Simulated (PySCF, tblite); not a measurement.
# C₄H₅BF₂: dynamics, then NMR shifts on frames, part 1 of 2

How do NMR shifts of C₄H₅BF₂ (`CC#CCB(F)F`) change as the atoms move?

Programs: tblite 0.8.0 and PySCF 2.14.0, with density-fitted response routines of our own. Each step states its level of theory. These are calculated values for one molecule in the gas phase, unless marked as measured. Atoms count from 0, in the outputs and in this text.

### Step 1. The molecule as given

12 atoms, charge 0, multiplicity 1; geometry from: GFN2-xTB.

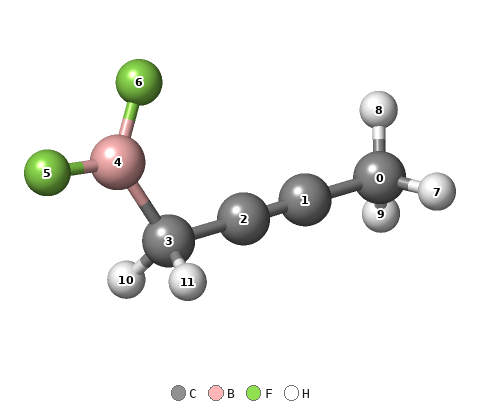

The starting geometry (carbon grey, boron pink, fluorine green, hydrogen white), atoms numbered; sticks join atoms by distance.

### Step 2. Dynamics with GFN2-xTB

What the job is given:

```
{"job": {"kind": "md", "xc": "GFN2-xTB", "basis": "xTB", "temperature": 300, "steps": 2000, "every": 50, "frames": 5}, "charge": 0, "multiplicity": 1}
C      2.520929     0.630852     0.241678
C      1.180621     0.086176     0.225465
C      0.075084    -0.374602     0.213663
C     -1.273483    -0.916806     0.197135
B     -2.410115     0.148471    -0.075317
F     -3.680460    -0.206297    -0.140329
F     -2.208799     1.434871    -0.255901
H      2.898968     0.660355     1.263192
H      2.514157     1.643007    -0.161309
H      3.183957     0.012345    -0.362826
H     -1.330158    -1.705792    -0.561001
H     -1.469504    -1.413264     1.154244
```

Method: GFN2-xTB Langevin dynamics, gas phase.

The run is started by

```console
$ OMP_NUM_THREADS=1 python probes_run.py task.json out
```

The driver reads the jobs from task.json and runs them one after another.

Standard output:

```text
t/fs     T/K      E/eV
    0.0   261.5   -594.46728
   25.0   168.3   -594.20401
   50.0   268.5   -594.06083
   75.0   277.3   -594.07657
  100.0   329.1   -594.21138
  125.0   238.9   -594.09480
  150.0   223.7   -594.08563
  175.0   257.4   -594.17447
  200.0   279.7   -594.21494
  225.0   206.7   -594.23967
  250.0   241.7   -594.12937
  275.0   216.6   -594.20993
  300.0   213.4   -594.11476
  325.0   346.7   -594.08599
  350.0   333.5   -594.06408
  375.0   257.4   -594.19057
  400.0   291.0   -594.29367
  425.0   264.6   -594.28922
  450.0   329.2   -594.21962
  475.0   347.0   -594.19868
  500.0   331.6   -594.22671
  525.0   262.6   -594.20322
  550.0   223.1   -594.16374
  575.0   224.5   -594.17768
  600.0   272.6   -594.12775
  625.0   222.1   -593.96101
  650.0   343.8   -594.14565
  675.0   235.4   -593.97740
  700.0   250.5   -593.89394
  725.0   309.4   -594.11473
  750.0   238.8   -594.10063
  775.0   302.2   -594.15111
  800.0   236.0   -594.07001
  825.0   317.5   -594.13806
  850.0   275.3   -594.05385
  875.0   329.2   -594.16461
  900.0   250.0   -594.11921
  925.0   255.7   -594.08847
  950.0   358.3   -594.15530
  975.0   308.2   -594.00357
 1000.0   284.4   -594.17804
```

It took 8.1 s on 1 thread of Arm Neoverse V1, shared host; peak memory 0.18 GiB.

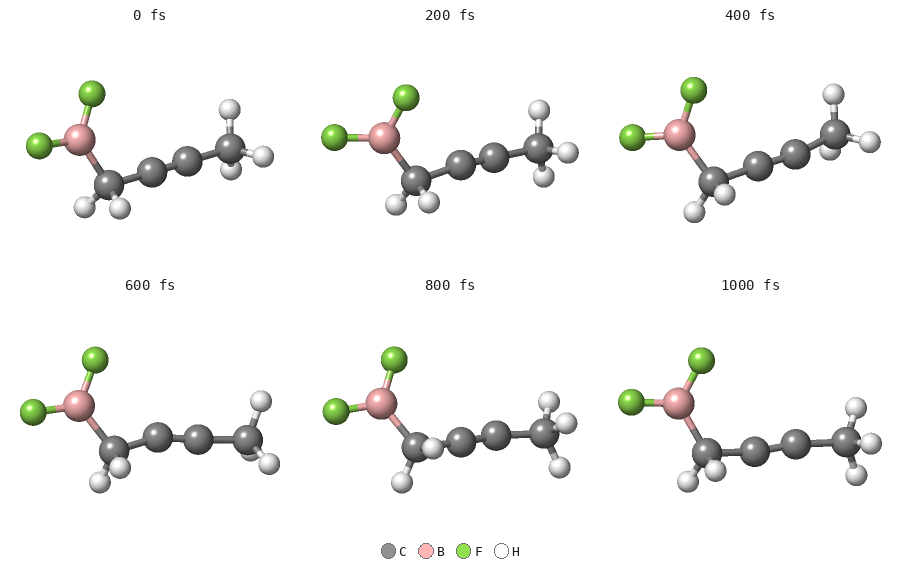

Frames of the run.

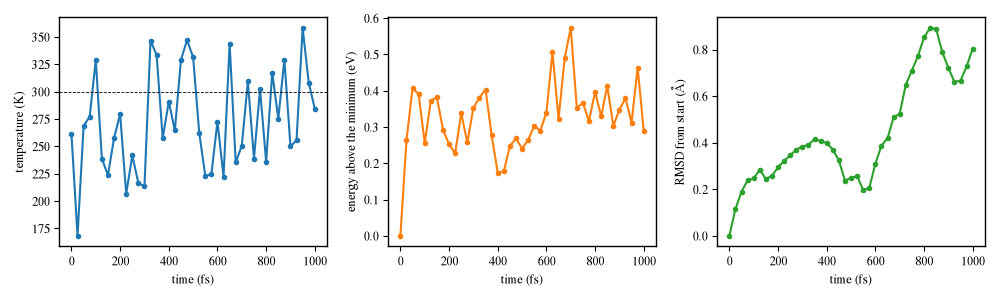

Temperature, potential energy and distance from the start.

Positions (Å) and forces (eV/Å) at 1000 fs:

```xyz
12

C     1.728   -0.154    1.450   -0.204   -0.958    0.279
C     0.325   -0.481    1.072    0.899   -0.090   -0.178
C    -0.759   -0.903    0.752    0.982    1.092    0.318
C    -2.164   -1.186    0.495    0.909   -0.766    0.332
B    -3.022   -0.029   -0.135    0.365    0.707    1.040
F    -4.128   -0.272   -0.776   -0.376    0.058   -0.422
F    -2.793    1.264    0.140   -0.157   -0.820   -0.401
H     2.449   -1.021    1.295   -1.004    1.040   -0.233
H     1.734    0.020    2.523   -0.119   -0.051    0.286
H     2.120    0.776    1.029   -0.284   -0.402   -0.451
H    -2.128   -2.102   -0.088   -0.456   -0.121   -0.472
H    -2.508   -1.530    1.480   -0.556    0.312   -0.099
```

### Step 3. NMR shieldings: 250 fs, PBE0/pcSseg-1

What the job is given:

```
{"job": {"kind": "nmr", "xc": "PBE0", "basis": "pcSseg-1", "pop": false}, "charge": 0, "multiplicity": 1}
C      2.091700     0.840100     0.514600
C      0.751900     0.244800     0.506700
C     -0.276900    -0.408300     0.624600
C     -1.722700    -0.742700     0.523300
B     -2.774100     0.357700     0.056800
F     -3.740400     0.091700    -0.799400
F     -2.792400     1.568300     0.494700
H      2.412500     1.057800     1.501800
H      1.927300     1.744000    -0.031100
H      2.752300     0.142700    -0.048300
H     -1.845200    -1.627000    -0.156200
H     -1.926500    -1.145700     1.515200
```

Level: GIAO PBE0/pcSseg-1 NMR shielding, non-relativistic, gas phase.

Standard output:

```text
coarse grid: 10704 points
cycle   1  E = -379.4439604561  dE =  8.174e-01  |g| = 6.559e-01  |ddm| = 3.266e+00
cycle   2  E = -379.4073623678  dE =  3.660e-02  |g| = 8.606e-01  |ddm| = 1.203e+00
cycle   3  E = -379.5203084916  dE = -1.129e-01  |g| = 8.048e-02  |ddm| = 5.974e-01
cycle   4  E = -379.5211807404  dE = -8.722e-04  |g| = 4.968e-02  |ddm| = 1.257e-01
cycle   5  E = -379.5216864528  dE = -5.057e-04  |g| = 2.103e-02  |ddm| = 4.740e-02
cycle   6  E = -379.5217930659  dE = -1.066e-04  |g| = 2.356e-03  |ddm| = 1.818e-02
cycle   7  E = -379.5217943799  dE = -1.314e-06  |g| = 4.054e-04  |ddm| = 2.810e-03
final grid: 106112 points
cycle   8  E = -379.5745392791  dE = -6.162e-05  |g| = 5.840e-03  |ddm| = 2.810e-02
cycle   9  E = -379.5745396838  dE = -4.047e-07  |g| = 5.754e-03  |ddm| = 1.035e-02
cycle  10  E = -379.5745478253  dE = -8.141e-06  |g| = 4.262e-04  |ddm| = 4.609e-03
cycle  11  E = -379.5745478561  dE = -3.077e-08  |g| = 1.900e-04  |ddm| = 8.058e-04
cycle  12  E = -379.5745478623  dE = -6.217e-09  |g| = 5.136e-05  |ddm| = 2.136e-04
cycle  13  E = -379.5745478627  dE = -3.893e-10  |g| = 2.355e-05  |ddm| = 5.825e-05
converged SCF energy = -379.5745478627

GIAO shielding tensors (ppm)
atom      isotropic    diamagn.    paramagn.     s11        s22        s33       span
  0 C      181.055     251.382     -70.328    171.538    176.224    195.403     23.865
  1 C       92.001     269.787    -177.786     -7.557     11.718    271.842    279.399
  2 C      106.478     266.756    -160.278     14.999     30.206    274.229    259.230
  3 C      179.454     257.372     -77.918    164.110    181.114    193.136     29.026
  4 B       75.123     191.552    -116.429     55.977     81.796     87.597     31.619
  5 F      239.619     464.999    -225.380     69.919    294.556    354.381    284.462
  6 F      241.742     468.822    -227.080     62.578    280.021    382.627    320.049
  7 H       30.262      29.051       1.211     25.220     28.606     36.961     11.741
  8 H       30.073      30.142      -0.068     24.582     29.311     36.327     11.745
  9 H       28.943      28.586       0.357     23.563     27.478     35.788     12.225
 10 H       29.227      30.815      -1.588     23.805     28.484     35.391     11.586
 11 H       29.722      28.629       1.093     24.065     28.777     36.324     12.259
```

Wall time 11 s (1 thread of Arm Neoverse V1, shared host); peak memory 0.69 GiB.

Shifts follow as δ = σ(reference) − σ, with reference shieldings (ppm) from runs at the same level and on the same kind of geometry: ¹H TMS 31.72, ¹³C TMS 186.9, ¹⁹F CFCl3 170.9, ¹¹B BF3·OEt2 100.1. The references are single molecules in the gas phase, so shifts against H2O, NH3, PH3, H3PO4 or CFCl3 are not on the usual liquid scales and can be off by tens of ppm. Each atom is listed at this fixed geometry, with no averaging over motion; a spectrum would average atoms that exchange fast.

```csv
atoms,environment,σ (ppm),δ (ppm)
C1,alkyne carbon,92.0,94.9
C2,alkyne carbon,106.5,80.4
C3,propargylic sp3 CH2 bonded to B,179.5,7.5
C0,propargylic methyl carbon,181.1,5.9
H9,hydrogen on a propargylic methyl carbon,28.94,2.77
H10,hydrogen on a propargylic sp3 CH2 bonded to B,29.23,2.49
H11,hydrogen on a propargylic sp3 CH2 bonded to B,29.72,1.99
H8,hydrogen on a propargylic methyl carbon,30.07,1.64
H7,hydrogen on a propargylic methyl carbon,30.26,1.45
B4,"boron bonded to C, 2 F",75.1,24.9
F5,fluorine bonded to B,239.6,-68.7
F6,fluorine bonded to B,241.7,-70.8
```

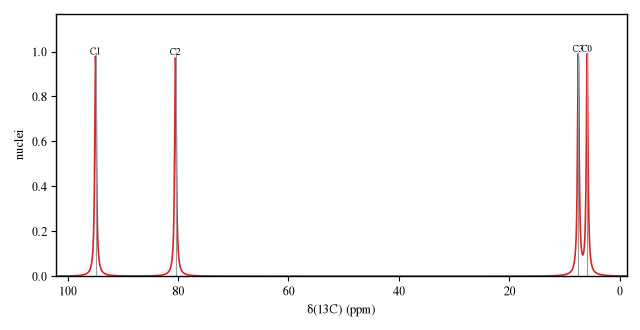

¹³C lines at the computed shifts, without couplings. Lines are broadened to a width of 0.36 ppm (Lorentzian).

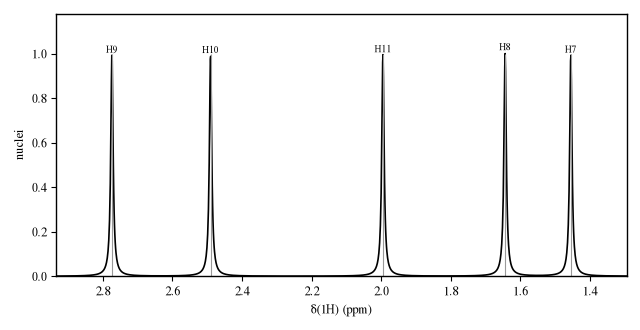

¹H lines at the computed shifts, without couplings. Lines are broadened to a width of 0.01 ppm (Lorentzian).

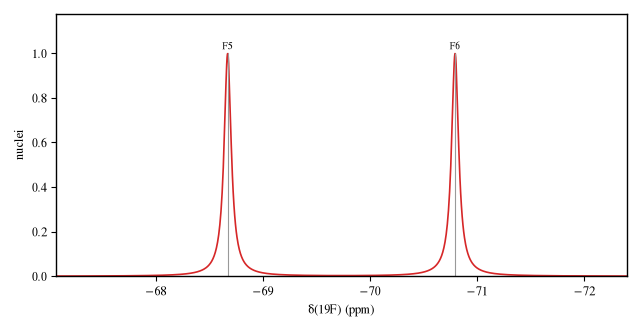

¹⁹F lines at the computed shifts, without couplings. Lines are broadened to a width of 0.08 ppm (Lorentzian).

### Step 4. Nuclear shieldings: 425 fs, PBE0/pcSseg-1

What the job is given:

```
{"job": {"kind": "nmr", "xc": "PBE0", "basis": "pcSseg-1", "pop": false}, "charge": 0, "multiplicity": 1}
C      1.757300     0.725200     1.094600
C      0.513000     0.016200     0.969800
C     -0.553300    -0.508900     0.800400
C     -1.966700    -0.889600     0.811300
B     -2.874300     0.100900    -0.025200
F     -3.776100    -0.376300    -0.873000
F     -2.820100     1.385300     0.094600
H      2.064200     0.773600     2.154900
H      1.634400     1.791600     0.804900
H      2.516100     0.210600     0.520700
H     -2.155300    -1.916500     0.423200
H     -2.315300    -0.814300     1.865300
```

Level: GIAO PBE0/pcSseg-1 NMR shielding, non-relativistic, gas phase.

Standard output:

```text
coarse grid: 10704 points
cycle   1  E = -379.4528008786  dE =  8.597e-01  |g| = 6.655e-01  |ddm| = 3.455e+00
cycle   2  E = -379.4141170914  dE =  3.868e-02  |g| = 8.729e-01  |ddm| = 1.280e+00
cycle   3  E = -379.5325229463  dE = -1.184e-01  |g| = 8.919e-02  |ddm| = 7.208e-01
cycle   4  E = -379.5336685996  dE = -1.146e-03  |g| = 5.291e-02  |ddm| = 1.193e-01
cycle   5  E = -379.5342704437  dE = -6.018e-04  |g| = 1.908e-02  |ddm| = 4.911e-02
cycle   6  E = -379.5343558097  dE = -8.537e-05  |g| = 2.436e-03  |ddm| = 1.700e-02
cycle   7  E = -379.5343572163  dE = -1.407e-06  |g| = 4.936e-04  |ddm| = 3.312e-03
final grid: 106112 points
cycle   8  E = -379.5856296432  dE = -5.657e-05  |g| = 5.765e-03  |ddm| = 3.221e-02
cycle   9  E = -379.5856298622  dE = -2.190e-07  |g| = 5.722e-03  |ddm| = 9.378e-03
cycle  10  E = -379.5856377523  dE = -7.890e-06  |g| = 3.001e-04  |ddm| = 4.391e-03
cycle  11  E = -379.5856377617  dE = -9.456e-09  |g| = 2.284e-04  |ddm| = 5.388e-04
cycle  12  E = -379.5856377717  dE = -9.997e-09  |g| = 9.657e-05  |ddm| = 2.563e-04
cycle  13  E = -379.5856377739  dE = -2.149e-09  |g| = 2.073e-05  |ddm| = 8.977e-05
cycle  14  E = -379.5856377740  dE = -9.652e-11  |g| = 6.524e-06  |ddm| = 2.539e-05
converged SCF energy = -379.5856377740

GIAO shielding tensors (ppm)
atom      isotropic    diamagn.    paramagn.     s11        s22        s33       span
  0 C      181.080     252.512     -71.432    170.780    175.979    196.480     25.700
  1 C      100.095     269.637    -169.542      8.875     16.882    274.527    265.651
  2 C      108.996     262.523    -153.527     22.656     30.608    273.725    251.069
  3 C      178.143     256.611     -78.467    168.005    178.102    188.323     20.318
  4 B       73.648     193.004    -119.356     52.906     81.134     86.903     33.997
  5 F      236.445     464.807    -228.361     60.046    296.441    352.849    292.803
  6 F      244.469     469.866    -225.397     66.119    285.079    382.208    316.089
  7 H       29.389      26.907       2.482     24.451     27.592     36.124     11.673
  8 H       29.015      30.003      -0.988     23.893     27.786     35.364     11.471
  9 H       29.854      30.371      -0.517     24.534     27.899     37.129     12.594
 10 H       29.393      29.168       0.224     24.219     28.128     35.830     11.612
 11 H       28.972      27.382       1.590     24.078     28.020     34.819     10.740
```

Wall time 11 s (1 thread of Arm Neoverse V1, shared host); peak memory 0.7 GiB.

In short: δ C1 86.8, C2 77.9, C3 8.8, C0 5.8, H11 2.74, H8 2.70 ppm.

(Continued in part 2 of 2.)
